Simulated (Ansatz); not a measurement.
# Al on graphene monolayer: hop to the nearest other hollow, part 2 of 2

Wanted: the energy profile along the hop to the nearest other hollow, from relaxed end points and a band of images. The slab cell is 3×3, 1 layer thick, and the adsorbate is set down on it by hand.

Ansatz 0.2.0; DFT PBE+D3(BJ), plane waves, PAW, scalar-relativistic, collinear spin.

### 6 The band

crystal.atoms is end A as relaxed above, and neb.final_atoms is end B. With 5 inner images the band has 7 in all.

Contents of input.yaml:

```yaml
crystal:
  lattice:
    - [7.398, 0.0, 0.0]
    - [-3.699, 6.406856, 0.0]
    - [0.0, 0.0, 13.0]
  atoms:
    - { symbol: C, position: [-0.00289621, 0.00461771, 0.07592162] }
    - { symbol: C, position: [0.21900635, 0.11559995, 0.07616714] }
    - { symbol: C, position: [-0.00376956, 0.33835247, 0.0761725] }
    - { symbol: C, position: [0.21791545, 0.448387, 0.07610624] }
    - { symbol: C, position: [-0.00375073, 0.67005363, 0.07618947] }
    - { symbol: C, position: [0.21793037, 0.78172131, 0.07611053] }
    - { symbol: C, position: [0.32902442, 0.00393712, 0.07608448] }
    - { symbol: C, position: [0.55070383, 0.11560007, 0.07614226] }
    - { symbol: C, position: [0.32902214, 0.33728207, 0.07610434] }
    - { symbol: C, position: [0.55070451, 0.44729905, 0.07616654] }
    - { symbol: C, position: [0.32795092, 0.67007286, 0.07617354] }
    - { symbol: C, position: [0.54986958, 0.78100967, 0.07595883] }
    - { symbol: C, position: [0.66167273, 0.00462975, 0.07596317] }
    - { symbol: C, position: [0.88529411, 0.11643425, 0.07595665] }
    - { symbol: C, position: [0.6623662, 0.33727898, 0.07608336] }
    - { symbol: C, position: [0.88458194, 0.44837176, 0.07611037] }
    - { symbol: C, position: [0.6616858, 0.66920114, 0.0759238] }
    - { symbol: C, position: [0.88530148, 0.78100227, 0.07592632] }
    - { symbol: Al, position: [0.77223276, 0.89409595, 0.24381613] }
magnetization:
  spin_polarized: true
basis:
  ecutwfc: 420.0
kpoints:
  mp_grid: { grid: [2, 2, 1] }
hamiltonian:
  xc: pbe
  dispersion: d3bj
scf:
  occupations: { method: gaussian, width: 0.02 }
  lower_state_search: "off"
neb:
  images: 5
  f_tol: 0.05
  initial_path: idpp
  max_iterations: 47
  final_atoms:
    - { symbol: C, position: [0.00443527, -0.00443527, 0.07614038] }
    - { symbol: C, position: [0.22611432, 0.10721915, 0.07608403] }
    - { symbol: C, position: [0.00527708, 0.33013079, 0.0759387] }
    - { symbol: C, position: [0.22719868, 0.44109344, 0.07617602] }
    - { symbol: C, position: [0.00443346, 0.66386, 0.07618281] }
    - { symbol: C, position: [0.22611668, 0.77388331, 0.07610751] }
    - { symbol: C, position: [0.33614, -0.00443347, 0.07618281] }
    - { symbol: C, position: [0.55805969, 0.10652906, 0.07595026] }
    - { symbol: C, position: [0.33722285, 0.32943805, 0.07609489] }
    - { symbol: C, position: [0.55890423, 0.44109577, 0.07617604] }
    - { symbol: C, position: [0.33722505, 0.66277495, 0.07610516] }
    - { symbol: C, position: [0.55890656, 0.77280132, 0.07617602] }
    - { symbol: C, position: [0.66986921, -0.00527708, 0.0759387] }
    - { symbol: C, position: [0.89347831, 0.1065217, 0.07590599] }
    - { symbol: C, position: [0.66986122, 0.33013878, 0.07594344] }
    - { symbol: C, position: [0.89347094, 0.44194031, 0.07595026] }
    - { symbol: C, position: [0.67056195, 0.66277715, 0.07609489] }
    - { symbol: C, position: [0.89278085, 0.77388568, 0.07608403] }
    - { symbol: Al, position: [0.78179556, 1.21820444, 0.24384503] }
  order_check: true
```

The run is started by

```bash
ansatz run input.yaml --threads 2 --pin off --max-ram 5120MiB --backend cpu --events-out ev --progress --plain --runs-dir out
```

Output, cut to the lines that bear on the results:

```text
Warning: neb: disabling space-group detection — the band's intermediate images generally break the endpoint symmetry, so no spatial operation reduces the k-mesh or symmetrises the density, except that a semilocal band can use its path's symmetry ahead of convergence; time reversal is [...]
Warning: RAYON_NUM_THREADS=2 ignored (pool sized by the plan → 2); use --threads N
[...]
Pseudopotentials: kind: paw
Pseudopotential: C, paw, valence charge 4, recommended cutoff 420 eV (normal), C.paw.azcp
Pseudopotential: Al, paw, valence charge 3, recommended cutoff 420 eV (normal), Al.paw.azcp
Functional definition: PBE
[...]
parallel-image band execution: 2 concurrent image workers
NEB image 0
Crystal: 19 atoms, lattice volume = 616.173 Å³
Basis set: ecut = 420 eV, 12055 PW (Γ), exchange–correlation on 100×100×180 points (8 copies of the dense FFT grid, shifted against one another)
Bands: 57, of which v1, the nominal top of the filled ones, is band 38 counted from 1 (37 counted from 0)
Symmetry: 1 space group operations
k-points: 4
[...]
SCF iter   1: F=—  HF=-5065.814861 eV  |F-HF|=—  |Δ(HF+E_count)|=         —  Δρ=3.34e-2 (↑3.34e-2 ↓3.34e-2)  dr2=3.09e1  dr2_m=0.00e0  M=0.000 μB ∫|m|=0.000 μB  β_m=0.30  ethr=3.10e-3  ⟨swp⟩=13.0  Hψ=1600  notcnv=0  defer=21
[...]
spin=Collinear: Resta preconditioning applied to the charge; magnetization (m = ρ↑ − ρ↓) channel mixes plain (no charge-response kernel on spin).
[...]
WARN: dispersion: an atom stands within reach of a switch of its C6 between two reference coordination numbers of its element: through that C6 alone, e_disp changes by 0.025 eV or more while the distances to its neighbours run over a stretch of 0.05 Å that contains this geometry (sites [...]
NSCF: frozen V_eff on 4 k-points
NEB image 6
[...]
spin=Collinear: Resta preconditioning applied to the charge; magnetization (m = ρ↑ − ρ↓) channel mixes plain (no charge-response kernel on spin).
[...]
SCF iter  10: F=-5053.997464 eV  HF=-5053.997464 eV  |F-HF|=6.18e-9  |Δ(HF+E_count)|=   7.14e-8  Δρ=6.90e-7 (↑6.90e-7 ↓6.90e-7)  dr2=1.76e-8  dr2_m=0.00e0  M=0.000 μB ∫|m|=0.000 μB  ethr=1.33e-10  ⟨swp⟩=3.0  Hψ=769  notcnv=0
[...]
NSCF: frozen V_eff on 4 k-points
NEB end point (image 0): max|allowed force component| = 8.740e-3 eV/Å (the criterion of neb.relax_end_points is 1.000e-2)
[...]
NEB end point (image 6): max|allowed force component| = 2.360e-3 eV/Å (the criterion of neb.relax_end_points is 1.000e-2)
NEB image 1
[...]
spin=Collinear: Resta preconditioning applied to the charge; magnetization (m = ρ↑ − ρ↓) channel mixes plain (no charge-response kernel on spin).
```

### 7 The output, continued: band between the two ends

Output, continued, cut to the lines that bear on the results:

```text
WARN: dispersion: an atom stands within reach of a switch of its C6 between two reference coordination numbers of its element: through that C6 alone, e_disp changes by 0.025 eV or more while the distances to its neighbours run over a stretch of 0.05 Å that contains this geometry (sites [...]
NEB image 2
[...]
spin=Collinear: Resta preconditioning applied to the charge; magnetization (m = ρ↑ − ρ↓) channel mixes plain (no charge-response kernel on spin).
NEB image 3
[...]
spin=Collinear: Resta preconditioning applied to the charge; magnetization (m = ρ↑ − ρ↓) channel mixes plain (no charge-response kernel on spin).
NEB image 4
[...]
spin=Collinear: Resta preconditioning applied to the charge; magnetization (m = ρ↑ − ρ↓) channel mixes plain (no charge-response kernel on spin).
NEB image 5
[...]
spin=Collinear: Resta preconditioning applied to the charge; magnetization (m = ρ↑ − ρ↓) channel mixes plain (no charge-response kernel on spin).
[...]
NEB iter   1: max|band force component| = 1.206e0 eV/Å  barrier→ = 0.2740 eV  barrier← = 0.2740 eV  Δτ_max = 0.2000 Å  (71 SCF iters)
[...]
NEB iter   6: max|band force component| = 3.123e-2 eV/Å  barrier→ = 0.1083 eV  barrier← = 0.1083 eV  CI = image 3  Δτ_max = 0.0620 Å  (6 SCF iters)
[...]
NEB iter   7: max|band force component| = 5.356e-2 eV/Å  barrier→ = 0.1073 eV  barrier← = 0.1073 eV  CI = image 3  Δτ_max = 0.0627 Å  (6 SCF iters)
  M     (μB):  +0.0000  +0.0000  +0.0000  +0.0000  +0.0000  +0.0000  +0.0000
  M_abs (μB):   0.0000   0.0000   0.0000   0.0000   0.0000   0.0000   0.0000
NEB image 1
spin=Collinear: Resta preconditioning applied to the charge; magnetization (m = ρ↑ − ρ↓) channel mixes plain (no charge-response kernel on spin).
```

### 8 The log goes on: band between the two ends

Output, continued, cut to the lines that bear on the results:

```text
WARN: dispersion: an atom stands within reach of a switch of its C6 between two reference coordination numbers of its element: through that C6 alone, e_disp changes by 0.025 eV or more while the distances to its neighbours run over a stretch of 0.05 Å that contains this geometry (sites [...]
NEB image 2
[...]
spin=Collinear: Resta preconditioning applied to the charge; magnetization (m = ρ↑ − ρ↓) channel mixes plain (no charge-response kernel on spin).
NEB image 3
[...]
spin=Collinear: Resta preconditioning applied to the charge; magnetization (m = ρ↑ − ρ↓) channel mixes plain (no charge-response kernel on spin).
NEB image 4
[...]
spin=Collinear: Resta preconditioning applied to the charge; magnetization (m = ρ↑ − ρ↓) channel mixes plain (no charge-response kernel on spin).
NEB image 5
[...]
spin=Collinear: Resta preconditioning applied to the charge; magnetization (m = ρ↑ − ρ↓) channel mixes plain (no charge-response kernel on spin).
[...]
    - { symbol: C, position: [0.3325438723748855, -0.00016700897554473634, 0.07661043686333742] }
    - { symbol: C, position: [0.5543942210082514, 0.11179645174357042, 0.0758706402222323] }
    - { symbol: C, position: [0.33316769716111017, 0.333419496608982, 0.07641216806530597] }
    - { symbol: C, position: [0.5549934558648706, 0.4443323384083895, 0.07672831386469885] }
    - { symbol: C, position: [0.33254380550874885, 0.6663822109251843, 0.0766106677378988] }
    - { symbol: C, position: [0.5543941919515498, 0.7762690607338363, 0.07587049051221131] }
    - { symbol: C, position: [0.665290892247516, -0.0005188818424916357, 0.07381552670263908] }
    - { symbol: C, position: [0.8896703982059874, 0.11167090731615824, 0.07376597873662001] }
    - { symbol: C, position: [0.6663364304662371, 0.3338776861218163, 0.07638412278184074] }
    - { symbol: C, position: [0.888629753954087, 0.445029051788651, 0.07639231348919272] }
    - { symbol: C, position: [0.6663364159496914, 0.6661299703408169, 0.07638410076196198] }
    - { symbol: C, position: [0.8886297557542494, 0.7772719942457939, 0.07639235745953221] }
    - { symbol: Al, position: [0.7785591457529586, 1.0561108185627248, 0.24375568577966483] }
```

It took 5.6 min on 2 threads of Arm Neoverse V1, shared host; peak memory 1.9 GiB.

### 9 The band, image by image

Images 0 and 6 are the ends. Energies count from image 0; the path length is the program's own measure over all atoms.

| image | path (Å) | energy (eV) | Al19 x y z (Å) | band force (eV/Å) |
| --- | --- | --- | --- | --- |
| 0 | 0.000 | 0.0000 | 2.41 5.73 3.17 | - |
| 1 | 0.397 | 0.0225 | 2.25 6.09 3.17 | 0.008 |
| 2 | 0.793 | 0.0777 | 2.06 6.43 3.17 | 0.011 |
| 3* | 1.190 | 0.1070 | 1.85 6.77 3.17 | 0.002 |
| 4 | 1.591 | 0.0773 | 1.68 7.12 3.17 | 0.011 |
| 5 | 1.991 | 0.0216 | 1.48 7.47 3.17 | 0.013 |
| 6 | 2.392 | 0.0000 | 1.28 7.80 3.17 | - |

The star marks the climbing image.

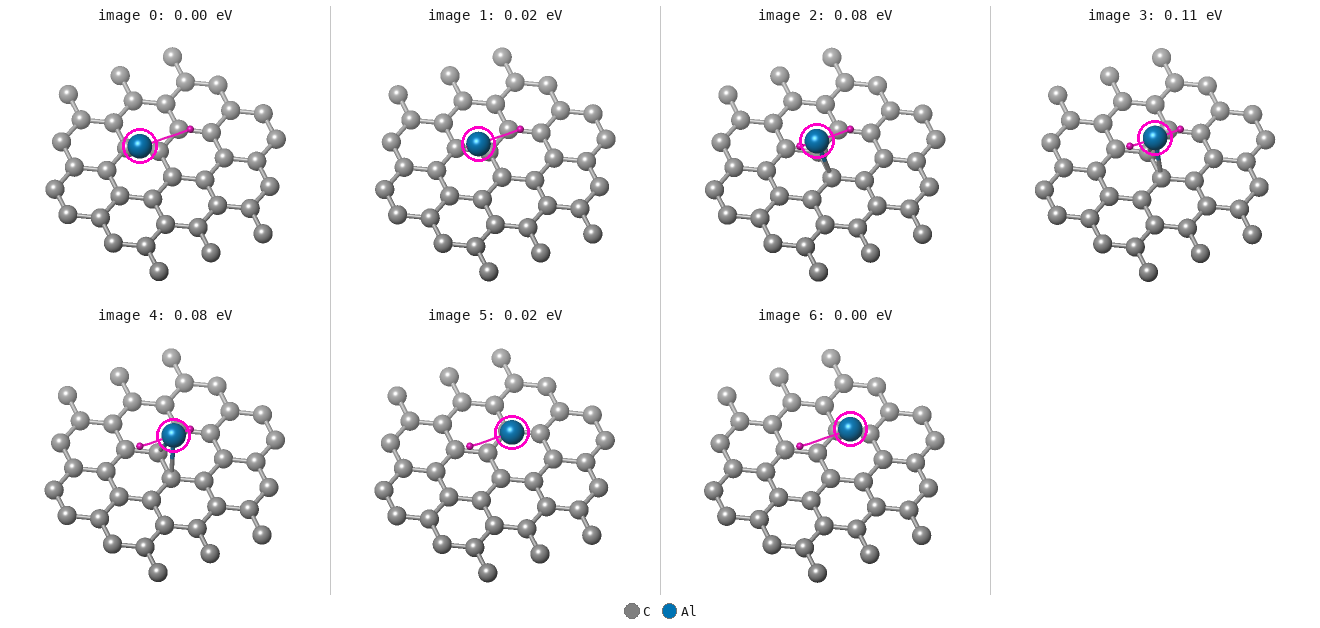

The images of the last band, seen from above, slightly tilted. Ringed: Al19. The magenta line is the track of the ringed atom over the whole band, with dots at its ends. Each atom of the cell is drawn once, at one copy chosen for all pictures, so bonds across the cell's faces may be missing, with copies of the slab's atoms added to fill out the patch; the others are paled. Sticks join atoms closer than a bonding distance in each image.

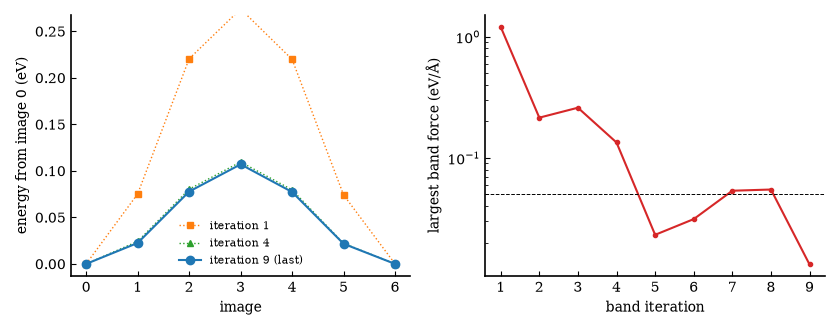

Left: energy of each image for early iterations and the last one (lines only join the points; early values far above the last band run off the scale). Right: the largest band force by iteration, with the threshold dashed.

The top of the band by iteration:

```csv
iteration,highest image above image 0 (eV),largest band force (eV/Å)
1,0.2740,1.206
2,0.1186,0.215
3,0.1127,0.259
4,0.1096,0.134
5,0.1091,0.023
6,0.1083,0.031
7,0.1073,0.054
8,0.1071,0.055
9,0.1070,0.013
```

The band as a trajectory file:

```xyz
19
Lattice="7.398 0.000 0.000 -3.699 6.407 0.000 0.000 0.000 13.000" Properties=species:S:1:pos:R:3 pbc="T T T" image=0 dE=0.0000
C    -0.039    0.030    0.987
C     1.193    0.741    0.990
C    -1.279    2.168    0.990
C    -0.046    2.873    0.989
C    -2.506    4.293    0.990
C    -1.279    5.008    0.989
C     2.420    0.025    0.989
C     3.647    0.741    0.990
C     1.186    2.161    0.989
C     2.420    2.866    0.990
C    -0.052    4.293    0.990
C     1.179    5.004    0.987
C     4.878    0.030    0.988
C     6.119    0.746    0.987
C     3.653    2.161    0.989
C     4.886    2.873    0.989
C     2.420    4.287    0.987
C     3.661    5.004    0.987
Al    2.406    5.728    3.170
19
Lattice="7.398 0.000 0.000 -3.699 6.407 0.000 0.000 0.000 13.000" Properties=species:S:1:pos:R:3 pbc="T T T" image=1 dE=0.0225
C    -0.024    0.017    0.987
C     1.206    0.731    0.991
C    -1.266    2.161    0.983
C    -0.033    2.864    0.989
C    -2.495    4.285    0.997
C    -1.266    4.999    0.990
C     2.433    0.016    0.990
C     3.658    0.732    0.983
C     1.200    2.152    0.991
C     2.433    2.859    0.997
C    -0.039    4.284    0.992
C     1.194    4.992    0.989
C     4.890    0.019    0.975
C     6.134    0.737    0.974
C     3.666    2.152    0.988
C     4.899    2.864    0.989
C     2.434    4.280    0.999
C     3.672    4.994    0.998
Al    2.248    6.088    3.168
19
Lattice="7.398 0.000 0.000 -3.699 6.407 0.000 0.000 0.000 13.000" Properties=species:S:1:pos:R:3 pbc="T T T" image=2 dE=0.0777
C    -0.009    0.006    0.989
C     1.220    0.722    0.995
C    -1.251    2.154    0.981
C    -0.017    2.856    0.993
C    -2.481    4.278    0.998
C    -1.251    4.991    0.993
C     2.447    0.007    0.993
C     3.672    0.725    0.981
C     1.216    2.144    0.992
C     2.447    2.853    0.998
C    -0.022    4.276    0.995
C     1.212    4.982    0.991
C     4.906    0.008    0.964
C     6.151    0.727    0.963
C     3.680    2.145    0.988
C     4.913    2.857    0.988
C     2.450    4.273    1.000
C     3.685    4.986    1.000
Al    2.056    6.430    3.167
19
Lattice="7.398 0.000 0.000 -3.699 6.407 0.000 0.000 0.000 13.000" Properties=species:S:1:pos:R:3 pbc="T T T" image=3 dE=0.1070
C     0.007   -0.004    0.986
C     1.234    0.713    0.996
C    -1.234    2.146    0.986
C     0.000    2.850    0.996
C    -2.467    4.272    0.998
C    -1.236    4.983    0.994
C     2.461   -0.001    0.996
C     3.688    0.716    0.986
C     1.231    2.136    0.993
C     2.462    2.847    0.997
C    -0.005    4.269    0.996
C     1.230    4.973    0.986
C     4.924   -0.003    0.960
C     6.169    0.715    0.959
C     3.695    2.139    0.993
C     4.928    2.851    0.993
C     2.466    4.268    0.993
C     3.699    4.980    0.993
Al    1.853    6.766    3.169
19
Lattice="7.398 0.000 0.000 -3.699 6.407 0.000 0.000 0.000 13.000" Properties=species:S:1:pos:R:3 pbc="T T T" image=4 dE=0.0773
C     0.021   -0.014    0.981
C     1.246    0.704    0.993
C    -1.218    2.136    0.989
C     0.017    2.842    0.995
C    -2.453    4.265    0.998
C    -1.222    4.974    0.993
C     2.473   -0.011    0.995
C     3.702    0.705    0.991
C     1.245    2.127    0.992
C     2.475    2.840    0.998
C     0.011    4.262    0.993
C     1.245    4.964    0.981
C     4.940   -0.016    0.964
C     6.185    0.703    0.963
C     3.707    2.131    1.000
C     4.942    2.845    1.000
C     2.479    4.261    0.988
C     3.712    4.973    0.988
Al    1.678    7.122    3.167
19
Lattice="7.398 0.000 0.000 -3.699 6.407 0.000 0.000 0.000 13.000" Properties=species:S:1:pos:R:3 pbc="T T T" image=5 dE=0.0216
C     0.035   -0.021    0.983
C     1.261    0.695    0.990
C    -1.200    2.126    0.988
C     0.033    2.834    0.991
C    -2.438    4.259    0.996
C    -1.206    4.966    0.990
C     2.488   -0.020    0.991
C     3.718    0.693    0.989
C     1.261    2.119    0.990
C     2.489    2.833    0.996
C     0.027    4.254    0.990
C     1.260    4.957    0.983
C     4.957   -0.026    0.975
C     6.201    0.692    0.975
C     3.720    2.124    0.998
C     4.958    2.838    0.998
C     2.494    4.254    0.989
C     3.727    4.966    0.989
Al    1.481    7.466    3.167
19
Lattice="7.398 0.000 0.000 -3.699 6.407 0.000 0.000 0.000 13.000" Properties=species:S:1:pos:R:3 pbc="T T T" image=6 dE=0.0000
C     0.049   -0.028    0.990
C     1.276    0.687    0.989
C    -1.182    2.115    0.987
C     0.049    2.826    0.990
C    -2.423    4.253    0.990
C    -1.190    4.958    0.989
C     2.503   -0.028    0.990
C     3.734    0.683    0.987
C     1.276    2.111    0.989
C     2.503    2.826    0.990
C     0.043    4.246    0.989
C     1.276    4.951    0.990
C     4.975   -0.034    0.987
C     6.216    0.682    0.987
C     3.734    2.115    0.987
C     4.975    2.831    0.987
C     2.509    4.246    0.989
C     3.742    4.958    0.989
Al    1.278    7.805    3.170
```

### 10 What came out

The summary covers parts 1 to 2.

| quantity | value |
| --- | --- |
| end A | 8 moves, 0.410 eV lower |
| end B | 9 moves, 0.384 eV lower |
| barrier forwards | 0.107 eV |
| barrier backwards | 0.107 eV |
| second end relative to first | 0.000 eV |
| highest image | 3 of 0 to 6, climbing |
| band iterations | 9 |
| lowest curvatures at the top | -0.41 and 0.23 eV/Å² |

The barrier from the first end is 0.11 eV, 4 times kT at 300 K, which at an assumed attempt frequency of 10^13 s⁻¹ means a rate near 10^11 s⁻¹. The two ends lie within 1 meV of each other. The test of curvatures at the top gave "unresolved", so the point may be no simple saddle. A cell of 19 atoms lets the moving atom feel its images, and convergence in size and mesh was not shown.
